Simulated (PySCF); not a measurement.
SMILES O=Cc1ccc(O)s1, GFN2-xTB optimised geometry. Atoms within 1.6 Å of the plane z = 0.0 Å (x, y, z in Å): O1 (2.55, -2.07, 0.00), C2 (1.34, -2.12, 0.00), C3 (0.45, -1.00, 0.00), C4 (-0.93, -1.00, 0.00), C5 (-1.50, 0.28, 0.00), C6 (-0.54, 1.27, 0.00), O7 (-0.79, 2.58, 0.00), S8 (1.07, 0.63, 0.00), H9 (0.81, -3.09, 0.00), H10 (-1.51, -1.91, 0.00), H11 (-2.55, 0.49, 0.00), H12 (0.02, 3.09, 0.00).

Computed with PBE0/def2-TZVP in PySCF 2.14.0. Cells within 0.4 Å of a nucleus heavier than hydrogen are left out (blank, or x).

Map of the Laplacian of the electron density (e/bohr⁵), clipped to [-1.50, 1.50] on the plane z = 0.0 Å:

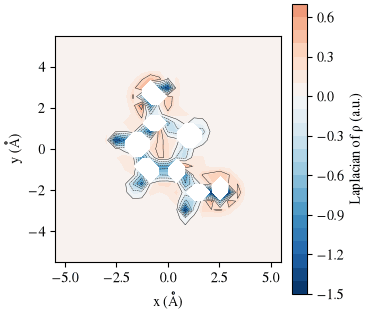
Figure: Laplacian of the electron density (e/bohr⁵), clipped to [-1.50, 1.50] on the plane z = 0.0 Å.
